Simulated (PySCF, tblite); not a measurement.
**C6H4NOSi radical: geometry, infrared bands and EPR parameters**

Aim: predict the infrared bands and EPR parameters of C6H4NOSi radical (`[H]/N=[C]/C#CC(=O)[SiH2]C#C`).

Programs: tblite 0.8.0 and PySCF 2.14.0, with density-fitted response routines of our own. Each step states its level of theory. These are calculated values for one molecule in the gas phase, unless marked as measured. Atoms count from 0, in the outputs and in this text.

**1. Starting geometry**

13 atoms, charge 0, multiplicity 2; geometry from: force field or distance geometry start.

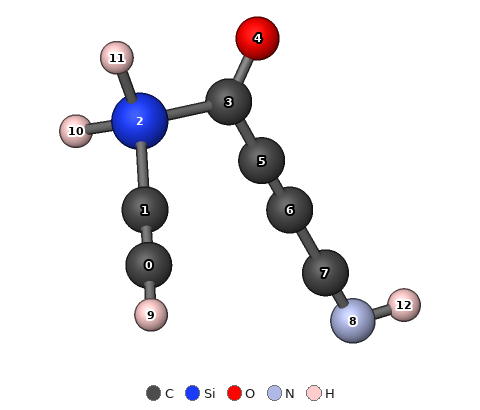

As it starts; carbon dark grey, silicon blue, oxygen red, nitrogen light blue, hydrogen pink, atoms numbered.

**2. Optimising the geometry with GFN2-xTB**

What the job is given:

```
{"job": {"kind": "relax", "xc": "GFN2-xTB", "basis": "xTB"}, "charge": 0, "multiplicity": 2}
C     -2.818700     1.048600    -1.080500
C     -2.367300     0.580400    -0.089100
Si    -1.622600    -0.170500     1.493900
C     -0.116900    -1.205400     1.161400
O     -0.037500    -2.347300     1.632900
C      0.943100    -0.648500     0.382100
C      1.842700    -0.183200    -0.274500
C      2.994600     0.410500    -1.107100
N      3.863400     0.858100    -1.749400
H     -3.246300     1.473600    -1.961900
H     -1.299500     0.958300     2.405400
H     -2.712700    -0.935800     2.181100
H      4.573500     0.161700    -1.948000
```

Launch:

```
OMP_NUM_THREADS=1 python probes_run.py task.json out
```

This one command runs all jobs of the session in turn.

The program printed:

```text
step      E/eV     max force
  0    -633.72253   11.262
  1    -634.07490    7.741
  2    -634.88409    4.579
  3    -634.69440   11.907
  4    -635.28315    1.758
  5    -635.35107    1.543
  6    -635.41421    0.671
  7    -635.44042    0.780
  8    -635.50849    0.857
  9    -635.55042    1.005
 10    -635.57620    0.620
 11    -635.59741    0.503
 12    -635.60956    0.374
 13    -635.62607    0.344
 14    -635.64159    0.448
 15    -635.65545    0.390
 16    -635.66166    0.198
 17    -635.66448    0.202
 18    -635.66728    0.212
 19    -635.67204    0.293
 20    -635.68102    0.248
 21    -635.68475    0.172
 22    -635.68692    0.132
 23    -635.68909    0.177
 24    -635.69194    0.208
 25    -635.69578    0.180
 26    -635.69828    0.143
 27    -635.70071    0.116
 28    -635.70366    0.217
 29    -635.70768    0.255
 30    -635.71181    0.186
 31    -635.71525    0.168
 32    -635.71837    0.146
 33    -635.72183    0.218
 34    -635.72526    0.197
 35    -635.72800    0.149
 36    -635.72974    0.222
 37    -635.73204    0.161
 38    -635.73489    0.188
 39    -635.73806    0.166
 40    -635.73999    0.123
 41    -635.74141    0.117
 42    -635.74328    0.150
 43    -635.74635    0.197
 44    -635.75003    0.177
 45    -635.75289    0.270
 46    -635.75433    0.132
 47    -635.75577    0.133
 48    -635.75761    0.130
 49    -635.76189    0.175
 50    -635.76793    0.216
 51    -635.77603    0.197
 52    -635.78098    0.167
 53    -635.78309    0.229
 54    -635.78446    0.197
 55    -635.78558    0.142
 56    -635.78666    0.106
 57    -635.78887    0.070
 58    -635.78978    0.071
 59    -635.79072    0.067
 60    -635.79138    0.066
 61    -635.79212    0.085
 62    -635.79284    0.126
 63    -635.79362    0.114
 64    -635.79434    0.073
 65    -635.79509    0.090
 66    -635.79609    0.136
 67    -635.79755    0.214
 68    -635.79921    0.223
 69    -635.80066    0.155
 70    -635.80164    0.090
 71    -635.80223    0.081
 72    -635.80266    0.077
 73    -635.80306    0.091
 74    -635.80345    0.080
 75    -635.80397    0.071
 76    -635.80463    0.071
 77    -635.80512    0.051
 78    -635.80534    0.039
 79    -635.80546    0.038
 80    -635.80561    0.036
 81    -635.80584    0.043
 82    -635.80603    0.031
 83    -635.80613    0.017
 84    -635.80617    0.014
 85    -635.80620    0.014
 86    -635.80623    0.021
 87    -635.80628    0.025
 88    -635.80635    0.026
 89    -635.80641    0.017
 90    -635.80645    0.011
 91    -635.80646    0.008
```

It took 0.66 s on 1 thread of Arm Neoverse V1, shared host.

The steps of the relaxation: (not every step is listed) (the energy doesn't fall at every step)

```
step  energy from step 0 (eV)  largest force (eV/Å)
   0                   0.0000               11.2621
   1                  -0.3524                7.7409
   2                  -1.1616                4.5790
   3                  -0.9719               11.9066
   4                  -1.5606                1.7584
   5                  -1.6285                1.5429
   6                  -1.6917                0.6706
   7                  -1.7179                0.7796
   8                  -1.7860                0.8573
  15                  -1.9329                0.3900
  22                  -1.9644                0.1320
  29                  -1.9851                0.2555
  36                  -2.0072                0.2219
  43                  -2.0238                0.1968
  50                  -2.0454                0.2162
  57                  -2.0663                0.0696
  64                  -2.0718                0.0732
  71                  -2.0797                0.0807
  78                  -2.0828                0.0395
  85                  -2.0837                0.0136
  86                  -2.0837                0.0205
  87                  -2.0838                0.0250
  88                  -2.0838                0.0256
  89                  -2.0839                0.0173
  90                  -2.0839                0.0112
  91                  -2.0839                0.0078
```

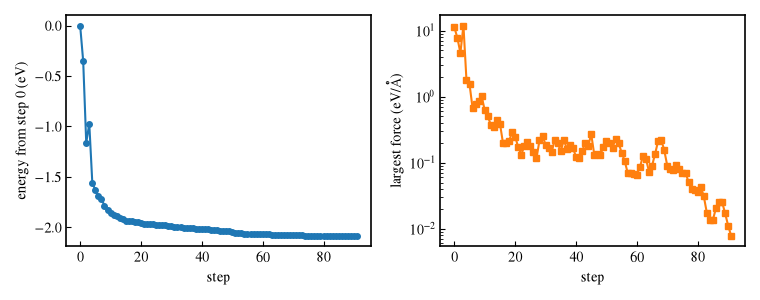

Energy and force, step by step.

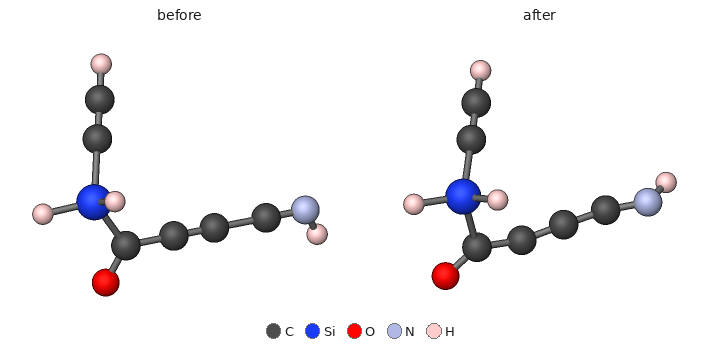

Before and after, at one scale.

Close pairs (by a distance rule), those that changed most:

```
   bond  before (Å)  after (Å)  change (Å)
  C6–C7       1.540      1.285      -0.256
 Si2–C3       1.857      1.980      +0.123
  C3–C5       1.429      1.350      -0.079
 C1–Si2       1.904      1.846      -0.058
  C5–C6       1.207      1.263      +0.055
  C7–N8       1.169      1.214      +0.044
Si2–H11       1.499      1.459      -0.040
Si2–H10       1.486      1.465      -0.022
```

The end geometry stands in the next job.

**3. Vibrational analysis with GFN2-xTB**

What the job is given:

```
{"job": {"kind": "ir", "xc": "GFN2-xTB", "basis": "xTB"}, "charge": 0, "multiplicity": 2}
C     -2.242323     0.927675    -1.268173
C     -1.909528     0.580548    -0.165121
Si    -1.398733     0.009114     1.514318
C     -0.192339    -1.535836     1.232970
O     -0.512441    -2.599607     1.743908
C      0.839306    -1.105014     0.476504
C      1.637621    -0.358857    -0.155874
C      2.475751     0.260569    -0.906837
N      3.387620     0.928907    -1.348083
H     -2.534679     1.237457    -2.230597
H     -0.653356     1.075745     2.186691
H     -2.523450    -0.526040     2.274146
H      3.622165     1.105824    -2.307642
```

The program printed:

```text
mode    cm-1     km/mol
  1     -10.7      1.08
  2      53.8      1.22
  3      84.4      3.13
  4      97.7      0.62
  5     166.9      2.01
  6     209.6      2.50
  7     218.4     65.98
  8     265.8      5.62
  9     274.9     29.67
 10     288.4      5.30
 11     332.8      3.32
 12     416.3     19.73
 13     435.3     32.73
 14     469.7      8.63
 15     485.3     48.68
 16     533.3      1.20
 17     543.2     30.89
 18     647.4     75.37
 19     677.3     27.80
 20     685.4     32.59
 21     706.6    315.20
 22     742.8    273.88
 23     787.9     73.96
 24     852.5    441.73
 25    1265.2    278.55
 26    1685.1    402.45
 27    1943.0    140.71
 28    2197.5     74.14
 29    2208.5   1534.66
 30    2248.8    336.79
 31    2303.4    223.48
 32    3354.1      0.40
 33    3458.5     21.54
```

Wall time 0.46 s (1 thread of Arm Neoverse V1, shared host).

Which atoms move in the most intense modes:

```
cm⁻¹  km/mol                                  atoms
 707   315.2  Si2 32 %, H10 18 %, H11 15 %, C0 12 %
 743   273.9           H10 43 %, H11 41 %, Si2 12 %
 852   441.7                      H12 78 %, N8 16 %
1265   278.6     C5 32 %, N8 21 %, C6 21 %, O4 15 %
1685   402.4                       C3 59 %, O4 29 %
2208  1534.7              C7 51 %, C6 28 %, N8 11 %
2249   336.8                               H10 96 %
2303   223.5                               H11 97 %
```

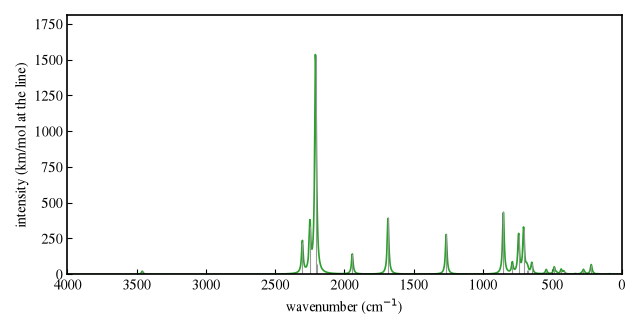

The infrared spectrum from these modes, unscaled. Lines are broadened to a width of 14 cm⁻¹ (Lorentzian).

**4. EPR parameters: B3LYP/pcH-1**

Same as in step 3 but for these lines:

```diff
@@ -1,2 +1,2 @@
-{"job": {"kind": "ir", "xc": "GFN2-xTB", "basis": "xTB"}, "charge": 0, "multiplicity": 2}
+{"job": {"kind": "epr", "basis": "pcH-1"}, "charge": 0, "multiplicity": 2}
 C     -2.242323     0.927675    -1.268173
```

With the program's defaults for keys left out, this is: UKS B3LYP, pcH-1 on C H N O Si, non-relativistic, mean-field spin-orbit, GIAO.

The program printed:

```text
UKS, coarse grid
  cycle   1  E = -650.14394050  |g| = 6.66e-01
  cycle   2  E = -647.04692325  |g| = 2.18e+00
  cycle   3  E = -650.16174814  |g| = 5.15e-01
  cycle   4  E = -650.28784366  |g| = 2.93e-01
  cycle   5  E = -650.31417696  |g| = 2.05e-01
  cycle   6  E = -650.33566420  |g| = 4.45e-02
  cycle   7  E = -650.33660855  |g| = 2.34e-02
  cycle   8  E = -650.33688849  |g| = 1.30e-02
  cycle   9  E = -650.33699322  |g| = 5.63e-03
  cycle  10  E = -650.33702225  |g| = 1.88e-03
  cycle  11  E = -650.33702568  |g| = 2.01e-03
  cycle  12  E = -650.33702862  |g| = 8.78e-04
UKS, final grid
  cycle   1  E = -650.33701991  |g| = 2.12e-03
  cycle   2  E = -650.33700362  |g| = 5.71e-03
  cycle   3  E = -650.33702252  |g| = 5.12e-04
  cycle   4  E = -650.33702264  |g| = 1.67e-04
  cycle   5  E = -650.33702267  |g| = 1.05e-04
  cycle   6  E = -650.33702271  |g| = 6.95e-05
  cycle   7  E = -650.33702271  |g| = 2.19e-05
E = -650.33702271 Eh   <S^2> = 0.7638 (exact 0.7500)
g shifts (ppm)      1          2          3
  rmc          -210       -210       -210
  gc             -6          8         16
  oz_so          18       1836       6157
  total        -197       1634       5963
hyperfine (MHz)  atom isotope    a_iso     a_fc   dipolar eigenvalues
    0   13C       0.56       0.56     -0.47     -0.26      0.74
    1   13C       3.58       3.58     -0.46     -0.17      0.63
    2  29Si       6.18       6.19     -0.43     -0.24      0.68
    3   13C     -22.50     -22.61     -4.40      0.72      3.68
    4   17O     -18.88     -18.26    -83.51     41.59     41.92
    5   13C      22.66      22.85    -28.60    -26.66     55.26
    6   13C     -25.66     -25.69     -7.37     -0.77      8.14
    7   13C       6.48       6.58    -27.25    -24.99     52.24
    8   14N      32.84      32.86     -8.90     -8.84     17.74
    9    1H      -0.30      -0.30     -0.56     -0.34      0.90
   10    1H       1.87       1.87     -1.34     -0.73      2.07
   11    1H      -0.34      -0.34     -1.15     -0.73      1.88
   12    1H      99.66      99.65    -10.10     -5.15     15.25
```

Wall time 93 s (1 thread of Arm Neoverse V1, shared host); peak memory 1.1 GiB.

Principal g values 2.00212, 2.00395, 2.00828; g(iso) = 2.00479, against 2.00232 for a free electron.

Hyperfine couplings; where a row names several nuclei, a(iso) is their mean (it holds for fast rotation or exchange) and the dipolar term the largest among them:

```
  nuclei  isotope  a(iso) (MHz)  a(iso) (G, at g = 2.0023)  largest dipolar term (MHz)
     H12       1H          99.7                       35.6                        15.2
      N8      14N          32.8                       11.7                        17.7
      C6      13C         -25.7                       -9.2                         8.1
      C5      13C          22.7                        8.1                        55.3
      C3      13C         -22.5                       -8.0                        -4.4
      O4      17O         -18.9                       -6.7                       -83.5
      C7      13C           6.5                        2.3                        52.2
     Si2     29Si           6.2                        2.2                         0.7
      C1      13C           3.6                        1.3                         0.6
H10, H11       1H           0.8                        0.3                         2.1
      C0      13C           0.6                        0.2                         0.7
      H9       1H          -0.3                       -0.1                         0.9
```

Mulliken spin populations:

C0 0.00; C1 0.00; Si2 -0.01; C3 -0.02; O4 0.26; C5 0.34; C6 -0.02; C7 0.26; N8 0.15; H9 0.00; H10 0.00; H11 0.00; H12 0.03

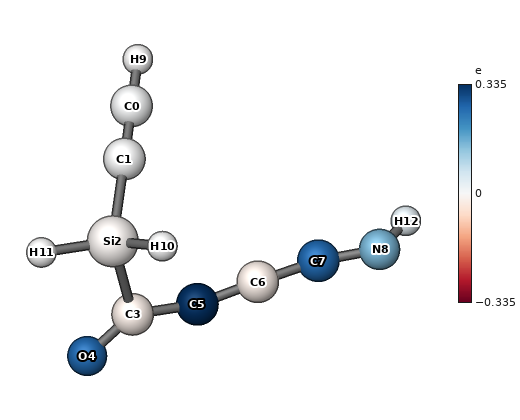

Mulliken spin populations, as colours on the atoms.

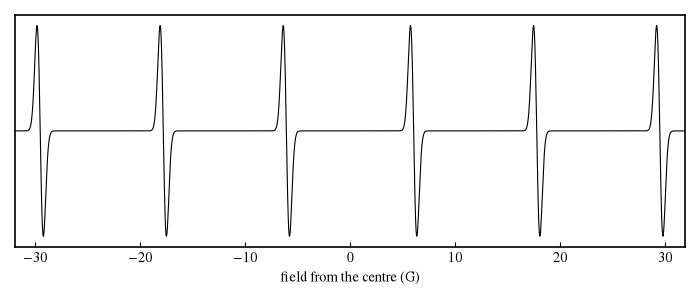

First-order isotropic spectrum (first derivative, main isotopes with spin only, couplings over 0.8 MHz, Gaussian width 0.3 G; couplings of the frozen geometry, rotation of groups not averaged beyond the rows shown).

Orbitals, density, ELF and potential are computed afterwards from the orbital file.

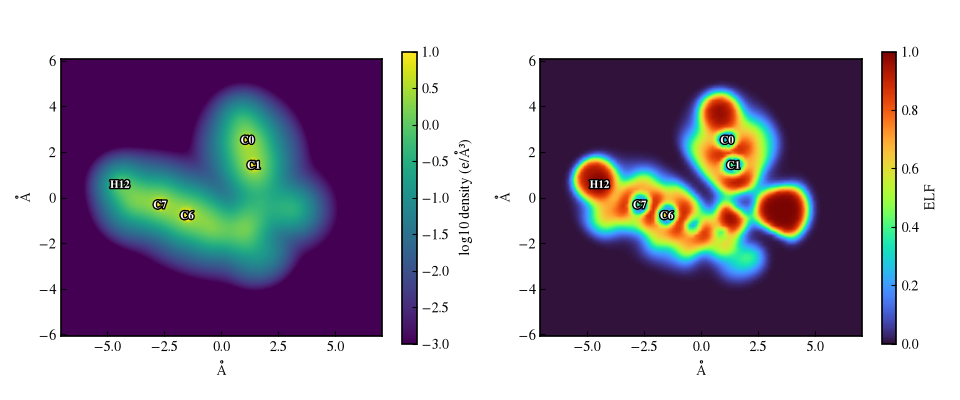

Density (left) and ELF (right) in a plane through or near 5 of the atoms.

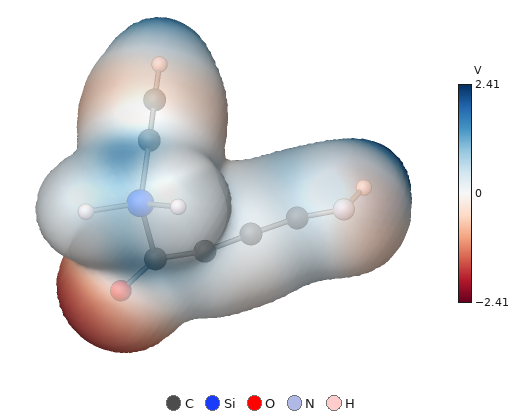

The potential that a unit positive charge feels on the 0.002 e/bohr³ surface, from -1.70 V near O4 to 2.41 V near H12.

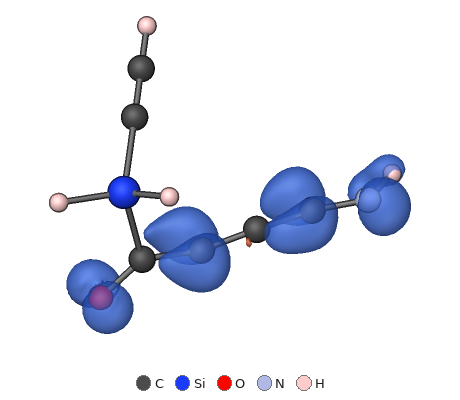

Spin density at ±0.04 e/Å³ (alpha excess blue, beta excess red).

**5. Results**

```
                                                                  quantity                   value
                                 strongest single infrared mode (GFN2-xTB)  2208 cm⁻¹, 1535 km/mol
                                              zero-point energy (GFN2-xTB)           43.8 kcal/mol
                                                            g(iso) (B3LYP)                 2.00479
                                                                      ⟨S²⟩      0.764 (exact 0.75)
                                        largest a(iso) (averaged by class)     1H on H12, 99.7 MHz
potential on the surface of density 0.002 e/bohr³, 1st and 99th percentile      -1.70 V and 2.41 V
```

In words: The optimisation took 91 steps and gained 2.084 eV; among the close pairs (by a distance rule), C6–C7 changed most, from 1.540 to 1.285 Å. The lowest mode is slightly imaginary (11i cm⁻¹), a soft motion within the noise of the Hessian, so the minimum is not strictly shown. The strongest single mode, at 2208 cm⁻¹, moves mainly C7 and C6. Unscaled tight-binding wavenumbers are off by several per cent, some by more. Its intensities can rank the bands wrongly. The largest spin populations lie on C5 (0.34 e), C7 (0.26 e), O4 (0.26 e). The isotropic g lies 2.5 ppt above the free-electron value. These values are for one conformer; the search (at its own cheap level) found 2 more, at 0.19, 0.30 kcal/mol, and measured spectra average over such forms.
